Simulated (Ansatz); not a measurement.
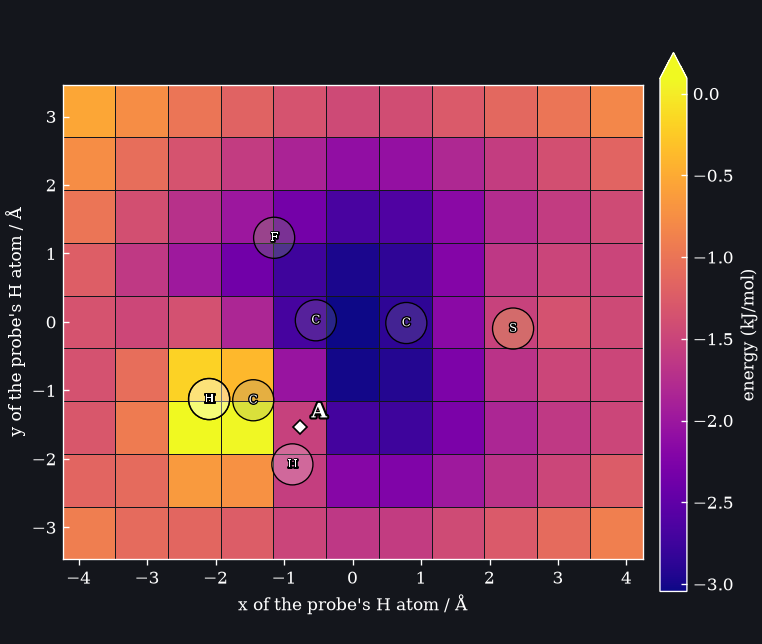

C₃H₃FS (SMILES CC(F)=C=S) with the probe H. The probe is moved over a plane parallel to the molecule's main plane, 2.99 Å above it. Coordinates scanned: (1) x of the probe's H atom; (2) y of the probe's H atom. Nothing is relaxed (molecule and probe rigid). Grid: 11 × 9 points. Points are written as (first, second). Energies: kJ/mol, counted from molecule and probe far apart, each relaxed in its own basis (no counterpoise correction). Computed with UKS PBE0-D4/def2-SVPD in Ansatz.

In the figure: one coloured cell a grid point, labelled circles for the molecule's atoms, projected on the plane, one colour for all values above the top of the scale, the point A.

> Is A at rest? If not, where is it pushed?

A, at (−0.77 Å, −1.54 Å), is not a stationary point. The computed force is 0.023 eV/Å in the plane, pointing right in the picture (components 0.023 and 0.003 eV/Å).
